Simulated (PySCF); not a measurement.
**BiBr₃: relaxation and vibrations of the singlet**

Aim: relax BiBr₃ as a singlet from a trigonal pyramidal start, check by its vibrations whether the end is a minimum, and collect its spectrum and constants.

Computed with PySCF 2.14.0. Level: PBE, basis Bi def2-SVP with ECP60, Br def2-SVP, scalar-relativistic core potentials, no spin–orbit coupling, density fitting.

## (1) The starting structure

4 atoms, charge 0, spin multiplicity 1.

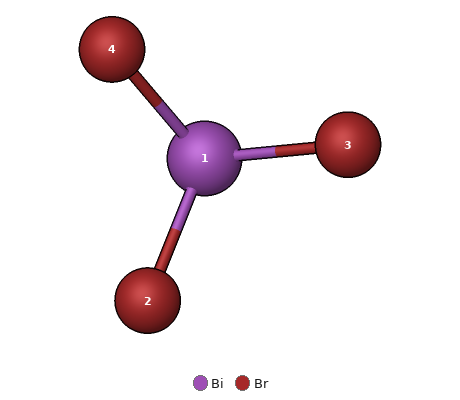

Start geometry, drawn with bismuth purple, bromine red; atoms are numbered from 1 in the order of the file.

Z-matrix (Å, degrees; charge 0 multiplicity 1):
```
Bi
Br 1 2.6500
Br 1 2.6500 2 99.75
Br 1 2.6500 2 99.75 3 -101.77
```

## (2) Trigonal pyramidal start, singlet: relaxation

One driver script runs all steps and calls PySCF; scf.py shows how it sets up the SCF of each step. The optimiser is the driver's own. Before each start the driver seeks the lowest SCF state from one or more starting densities and follows internal instabilities, so scf.py alone need not reach the same state.

The program finds C3v symmetry in the start, which this walk keeps. The walk stops when the largest gradient is under 0.0003 Eh/bohr and the energy has settled too.

The input, scf.py:

```python
from pyscf import gto, scf, dft
mol = gto.M(atom='''
Bi     0.000000     0.000000    -0.660811
Br     2.339785     0.000013     0.583289
Br    -1.169904     2.026307     0.583289
Br    -1.169881    -2.026320     0.583289''',
    basis={'Bi': 'def2-SVP', 'Br': 'def2-SVP'},
    ecp={'Bi': 'def2-SVP'},
    charge=0, spin=0)
mf = dft.RKS(mol, xc='PBE')
mf.grids.atom_grid = (50, 194)
aux = {'Bi': 'def2-universal-JKFIT', 'Br': 'def2-universal-JKFIT'}
mf = mf.density_fit(auxbasis=aux)
mf.kernel()
```

After this run come: Vibrations and properties at this point.

**Question.** What will these runs give? Wanted: minimum; geometry; wavenumbers; dipole moment; highest occupied, lowest empty level; polar-tensor charge of Bi1; zero-point energy; atomisation energy.

The runs gave:

```
                                 quantity                                     value
                                  minimum                              singlet, C3v
                                 geometry  Bi–Br 2.638 Å (×3); Br–Bi–Br 100.9° (×3)
                       wavenumbers (cm⁻¹)        58 (e), 71 (a1), 213 (e), 217 (a1)
                            dipole moment                                    3.28 D
     highest occupied, lowest empty level                           -6.97, -3.55 eV
               polar-tensor charge of Bi1                                   +1.41 e
                        zero-point energy                                5.0 kJ/mol
                      entropy at 298.15 K                           390.1 J/(mol K)
atomisation energy (no zero-point energy)                                846 kJ/mol
```

**Reading.** The trigonal pyramidal start keeps its C3v symmetry and ends in a minimum. The strongest infrared band lies at 213 cm⁻¹ (e, stretch). Only this shape and spin were tried, so other structures or states may lie lower. Take wavenumbers under 90 cm⁻¹ as rough. Spin–orbit coupling, left out here, can matter for elements this heavy.
